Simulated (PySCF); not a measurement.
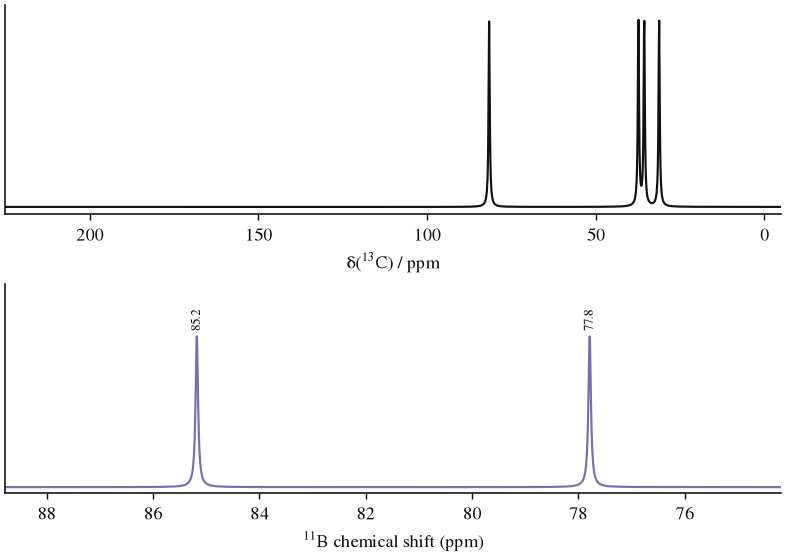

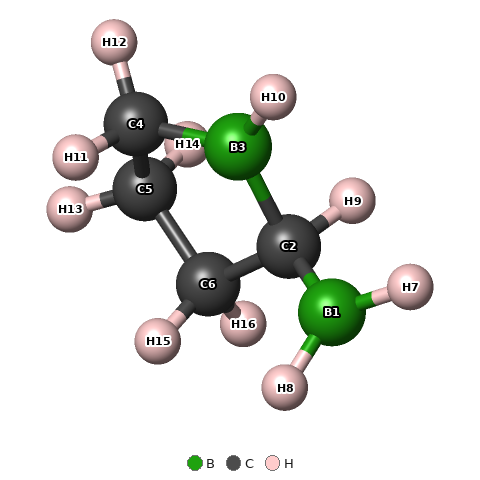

Spectrum and numbered structure of C₄H₁₀B₂, SMILES B[C@@H]1BCCC1. GIAO shifts, PBE0/pcSseg-1 (IEF-PCM cyclohexane), PySCF, at a PBE0-D3(BJ)/def2-SVP geometry (no frequency check), against TMS for ¹³C and BF₃.OEt₂ for ¹¹B computed at the same level. fully decoupled, line heights follow the number of nuclei, widths are arbitrary (no quadrupolar broadening); values of one conformer, averaged over nuclei that symmetry or rotation about single bonds exchange, these motions taken as fast; other conformers aren't averaged in.

> Which atoms give which ¹³C line?

```csv
δ (ppm),nuclei,atoms
81.6,1,C2
37.3,1,C6
35.6,1,C4
31.2,1,C5
```

The order of signals that lie close, as those under 2 ppm apart, is within the error of the method.

> Assign the ¹¹B signals to the numbered atoms.

```csv
δ (ppm),nuclei,atoms
85.2,1,B3
77.8,1,B1
```
